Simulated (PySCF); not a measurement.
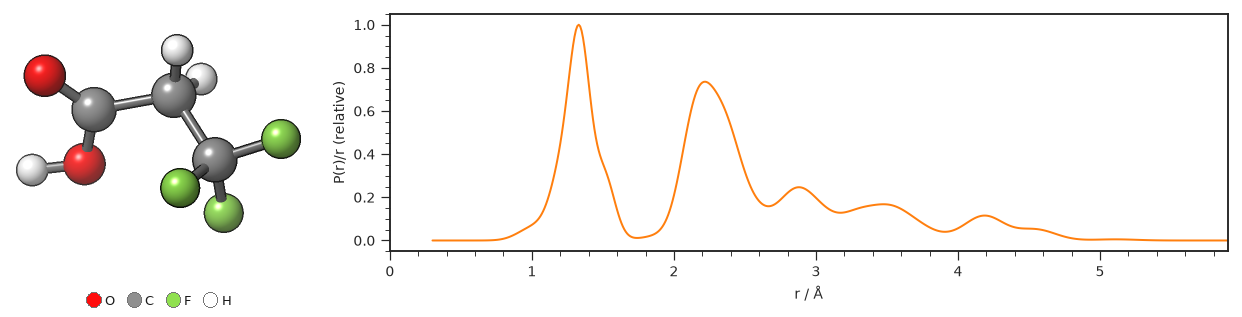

Simulated gas electron diffraction: radial distribution curve of C3H3F3O2. Each pair of atoms contributes with weight ZᵢZⱼ/r; damping constant 0.0015 Å²; vibrational amplitudes assumed, not computed: 0.05 Å for bonds, 0.078 Å for bonds to H, 0.06 + 0.015 r up to 0.15 Å for other pairs. The geometry is the end point of an optimisation (PySCF 2.14.0, density-fitted response routines, PBE0-D3(BJ)/def2-SVP geometry optimisation, gas phase); it may be a saddle point or a higher isomer. SMILES: O=C(O)CC(F)(F)F.

Q: Assign the first 5 clear peaks of the radial distribution curve (– bonded, ··· not bonded).

A: Peak 1, 1.33 Å: O–C 1.20–1.33 Å (×2), F–C 1.33–1.34 Å (×3), not resolved; in its flanks C–C 1.51 Å
Peak 2, 2.22 Å: F···F 2.15–2.16 Å (×3), O···O 2.23 Å, F···C 2.34–2.37 Å (×3), O···C 2.36–2.40 Å (×2), not resolved
Peak 3, 2.88 Å: F···O 2.83 Å, F···C 2.86–3.04 Å (×2), O···C 2.94 Å, not resolved
Peak 4, 3.48 Å: F···H 3.26–3.72 Å (×3), F···O 3.31–3.52 Å (×2), O···C 3.50 Å, F···C 3.69 Å, not resolved
Peak 5, 4.19 Å: F···O 4.17–4.21 Å (×2); in its flanks F···O 4.55 Å
